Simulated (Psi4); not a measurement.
# UHF/3-21G run of SiNH4O (SMILES N[SiH]O)

Aim: the vertical ionisation energy of SiNH4O at UHF/3-21G, from 2 runs. The job is set up through a Python script.

Program for the calculation: Psi4 1.11.

6 further runs of the same task are left out: 4 that didn't finish, 2 set aside as unsound or not needed. Runs told in other sessions of the task aren't counted.

**1. The system as given**

SiNH4O has 7 atoms, charge 0, and is taken as a doublet. SMILES: `N[SiH]O`. Geometry: relaxed at PBE0-D4/def2-TZVP. This is one conformer, not always the lowest.

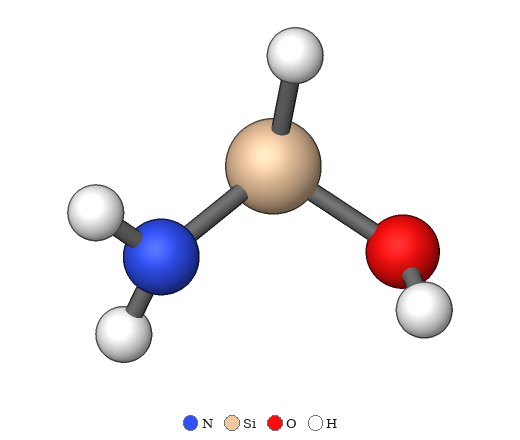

Viewed from a chosen angle; nitrogen blue, silicon light orange, oxygen red, hydrogen white.

**2. Energy and gradient at UHF/3-21G**

Input file run.py:

```python
import psi4

psi4.set_memory('2200 MB')
psi4.set_num_threads(1)
psi4.set_output_file('h4nosi.out', False)

mol = psi4.geometry("""
0 2
N     -1.31317068     1.03613683    -1.08697047
Si     0.55387873     0.30046645     1.47644302
O      3.06683653    -1.27065185     0.51079297
H     -0.67255353     2.20738909    -2.44681739
H     -3.18570030     1.27216363    -0.81806244
H     -1.13213492    -1.25080972     3.14582708
H      2.79849542    -2.42338478    -0.86738429
units bohr
symmetry c1
""")

psi4.set_options({
    'reference': 'uhf',
    'puream': True,
    'e_convergence': 1e-09,
    'd_convergence': 1e-08,
    'scf_type': 'pk',
    'maxiter': 100,
})

e_tot, wfn = psi4.gradient("hf/3-21G", return_wfn=True)
psi4.oeprop(wfn, "LOWDIN_CHARGES", "MULLIKEN_CHARGES", "DIPOLE")
print('gradient / Eh bohr^-1')
print(e_tot.np.round(6))
print(f'energy = {wfn.energy():.10f} Eh')
for k, v in sorted(psi4.core.scalar_variables().items()):
    print(f'{k:45s} {v:18.10f}')
```

Command:

```console
$ python run.py
```

h4nosi.out, cut to the lines that bear on the results:

```text
[...]
  Running in c1 symmetry.
[...]
  Nuclear repulsion =  111.033668838006434
[...]
  Multiplicity = 2
[...]
  Nalpha       = 17
  Nbeta        = 16
[...]
    Number of basis functions: 39
[...]
   @UHF iter   1:  -418.22987008714551   -7.54404e-01   1.24335e-02 ADIIS/DIIS
[...]
   @UHF iter  14:  -418.33395426563214   -6.25278e-13   4.88917e-09 DIIS
[...]
   @S^2 Observed:                7.533839658E-01
[...]
    Orbital Energies [Eh]
    ---------------------
    Alpha Occupied:
       1A    -68.334573     2A    -20.430248     3A    -15.459226
       4A     -6.136199     5A     -4.236995     6A     -4.229305
       7A     -4.228915     8A     -1.323315     9A     -1.140477
      10A     -0.739967    11A     -0.661084    12A     -0.638258
      13A     -0.544052    14A     -0.514415    15A     -0.472996
      16A     -0.443696    17A     -0.297352
    Alpha Virtual:
      18A      0.193237    19A      0.213517    20A      0.278522
      21A      0.329102    22A      0.333278    23A      0.372372
      24A      0.458752    25A      0.490331    26A      0.617893
[...]
  @UHF Final Energy:  -418.33395426563214
   => Energetics <=
    Nuclear Repulsion Energy =            111.0336688380064345
    One-Electron Energy =                -799.5804840916513285
    Two-Electron Energy =                 270.2128609880127783
    Total Energy =                       -418.3339542656321441
  UHF NO Occupations:
  HONO-2 :   15  A 1.9996014
  HONO-1 :   16  A 1.9989751
  HONO-0 :   17  A 1.0000000
  LUNO+0 :   18  A 0.0010249
  LUNO+1 :   19  A 0.0003986
[...]
  -Total Gradient:
     Atom            X                  Y                   Z
    ------   -----------------  -----------------  -----------------
       1        0.012435769916    -0.019690532693     0.010557813810
       2        0.010482008461    -0.007154468812    -0.027476237527
       3       -0.013103002985     0.010116920932     0.008237829136
       4        0.001945260676     0.005535854060     0.000219083297
       5       -0.002939429946     0.005622980257     0.003778103370
       6       -0.000554178697    -0.001804783088    -0.000313690570
       7       -0.008266427425     0.007374029344     0.004997098483
[...]
 Multipole Moments:
 ------------------------------------------------------------------------------------
     Multipole            Electronic (a.u.)      Nuclear  (a.u.)        Total (a.u.)
 ------------------------------------------------------------------------------------
 L = 1.  Multiply by 2.5417464519 to convert [e a0] to [Debye]
 Dipole X            :          1.7865520           -2.4866306           -0.7000786
 Dipole Y            :          0.5682926           -0.1750497            0.3932428
 Dipole Z            :          0.9761768           -1.5405283           -0.5643515
 Magnitude           :                                                    0.9814492
[...]
  Mulliken Charges: (a.u.)
   Center  Symbol    Alpha    Beta     Spin     Total
       1     N     4.10714  3.99391  0.11323 -1.10105
       2    SI     6.81564  6.01259  0.80304  1.17177
       3     O     4.43410  4.43568 -0.00157 -0.86978
       4     H     0.33022  0.34214 -0.01192  0.32764
       5     H     0.32982  0.33865 -0.00883  0.33153
       6     H     0.67007  0.58903  0.08104 -0.25910
       7     H     0.31301  0.28800  0.02501  0.39899
   Total alpha = 17.00000, Total beta = 16.00000, Total charge =  0.00000
  Lowdin Charges: (a.u.)
[...]
```

On the terminal:

```text
gradient / Eh bohr^-1
[[ 0.012436 -0.019691  0.010558]
 [ 0.010482 -0.007154 -0.027476]
 [-0.013103  0.010117  0.008238]
 [ 0.001945  0.005536  0.000219]
 [-0.002939  0.005623  0.003778]
 [-0.000554 -0.001805 -0.000314]
 [-0.008266  0.007374  0.004997]]
energy = -418.3339542656 Eh
CURRENT ENERGY                                   -418.3339542656
CURRENT REFERENCE ENERGY                         -418.3339542656
DD SOLVATION ENERGY                                 0.0000000000
HF KINETIC ENERGY                                 417.6671551857
HF POTENTIAL ENERGY                              -836.0011094513
HF TOTAL ENERGY                                  -418.3339542656
HF VIRIAL RATIO                                     2.0015964844
NUCLEAR REPULSION ENERGY                          111.0336688380
ONE-ELECTRON ENERGY                              -799.5804840917
PCM POLARIZATION ENERGY                             0.0000000000
PE ENERGY                                           0.0000000000
SCF ITERATION ENERGY                             -418.3339542656
SCF ITERATIONS                                     14.0000000000
SCF TOTAL ENERGY                                 -418.3339542656
TWO-ELECTRON ENERGY                               270.2128609880
```

Wall time 1.3 s (1 thread of Intel Xeon 6975P-C (Granite Rapids), shared host); peak memory 0.18 GiB.

**3. The singlet cation, same level**

Input file h4nosi.py:

```python
import psi4

psi4.set_memory(2200000000)
psi4.set_num_threads(1)
psi4.set_output_file('output.dat', False)

molecule = psi4.geometry("""
1 1
N     -0.694900     0.548300    -0.575200
Si     0.293100     0.159000     0.781300
O      1.622900    -0.672400     0.270300
H     -0.355900     1.168100    -1.294800
H     -1.685800     0.673200    -0.432900
H     -0.599100    -0.661900     1.664700
H      1.480900    -1.282400    -0.459000
units angstrom
symmetry c1
""")

psi4.set_options(dict(basis='3-21G', reference='rhf', puream=True, e_convergence=1e-09, d_convergence=1e-08, scf_type='pk'))

E, wfn = psi4.gradient('hf', return_wfn=True)
psi4.oeprop(wfn, 'MAYER_INDICES', 'MULLIKEN_CHARGES', 'DIPOLE', title='HF')
print('gradient / Eh bohr^-1')
print(E.np.round(6))
print(f'energy = {wfn.energy():.10f} Eh')
```

Command:

```console
$ python h4nosi.py
```

output.dat, cut to the lines that bear on the results:

```text
[...]
  Running in c1 symmetry.
[...]
  Nuclear repulsion =  111.033668793337753
[...]
  Multiplicity = 1
[...]
  Nalpha       = 16
  Nbeta        = 16
[...]
    Number of basis functions: 39
[...]
   @RHF iter   1:  -417.95408523087713   -4.78619e-01   1.17241e-02 ADIIS/DIIS
[...]
   @RHF iter  12:  -418.06086709827730   -6.25278e-13   5.02767e-09 DIIS
[...]
    Orbital Energies [Eh]
    ---------------------
    Doubly Occupied:
       1A    -68.658486     2A    -20.679837     3A    -15.741484
       4A     -6.452773     5A     -4.548653     6A     -4.548193
       7A     -4.547719     8A     -1.562831     9A     -1.394050
      10A     -0.979315    11A     -0.913201    12A     -0.884009
      13A     -0.789577    14A     -0.745386    15A     -0.709775
      16A     -0.657135
[...]
  @RHF Final Energy:  -418.06086709827730
   => Energetics <=
    Nuclear Repulsion Energy =            111.0336687933377533
    One-Electron Energy =                -790.5642249670544288
    Two-Electron Energy =                 261.4696890754394190
    Total Energy =                       -418.0608670982772992
[...]
  -Total Gradient:
     Atom            X                  Y                   Z
    ------   -----------------  -----------------  -----------------
       1       -0.018302228798    -0.038572179080    -0.033823643061
       2        0.034649974371     0.070281348031     0.043876557964
       3        0.004841795790    -0.027790502688    -0.023188561508
       4        0.001157406466     0.008869593614     0.013178740783
       5        0.003851290634     0.002566561438     0.001701860430
       6       -0.013476723824    -0.023710516014    -0.014691684127
       7       -0.012721514640     0.008355694699     0.012946729522
[...]
 Multipole Moments:
 ------------------------------------------------------------------------------------
     Multipole            Electronic (a.u.)      Nuclear  (a.u.)        Total (a.u.)
 ------------------------------------------------------------------------------------
 L = 1.  Multiply by 2.5417464519 to convert [e a0] to [Debye]
 Dipole X            :          1.3820692           -2.4866306           -1.1045614
 Dipole Y            :          1.1281668           -0.1750498            0.9531170
 Dipole Z            :          1.7044087           -1.5405283            0.1638804
 Magnitude           :                                                    1.4681093
[...]
```

The script printed:

```text
gradient / Eh bohr^-1
[[-0.018302 -0.038572 -0.033824]
 [ 0.03465   0.070281  0.043877]
 [ 0.004842 -0.027791 -0.023189]
 [ 0.001157  0.00887   0.013179]
 [ 0.003851  0.002567  0.001702]
 [-0.013477 -0.023711 -0.014692]
 [-0.012722  0.008356  0.012947]]
energy = -418.0608670983 Eh
```

It took 1.6 s on 1 thread of Intel Xeon 6975P-C (Granite Rapids), shared host; peak memory 0.18 GiB.

**4. Results**

Level: UHF/3-21G.

```
                                          quantity          value
                      doublet SiNH4O: total energy  -418.33395 Eh
                     doublet SiNH4O: dipole moment         2.49 D
doublet SiNH4O: HOMO energy (highest over α and β)       -8.09 eV
 doublet SiNH4O: LUMO energy (lowest over α and β)        2.03 eV
                              doublet SiNH4O: ⟨S²⟩          0.753
          doublet SiNH4O: largest force on an atom     1.556 eV/Å
                      singlet cation: total energy  -418.06087 Eh
                       singlet cation: HOMO energy      -17.88 eV
                       singlet cation: LUMO energy       -6.72 eV
                     singlet cation: HOMO–LUMO gap       11.17 eV
          singlet cation: largest force on an atom     4.618 eV/Å
vertical ionisation energy (to the singlet cation)       7.431 eV
```

**Reading.** Removing an electron at fixed nuclei costs 7.43 eV (717 kJ/mol). The largest force (doublet SiNH4O) is 1.56 eV/Å: the shape isn't a stationary point for this species at this level. Mulliken charges (doublet SiNH4O) run from -1.10 on N1 to +1.17 on Si2. Mulliken charges (singlet cation) run from -1.02 on N1 to +1.58 on Si2; they depend strongly on the basis.
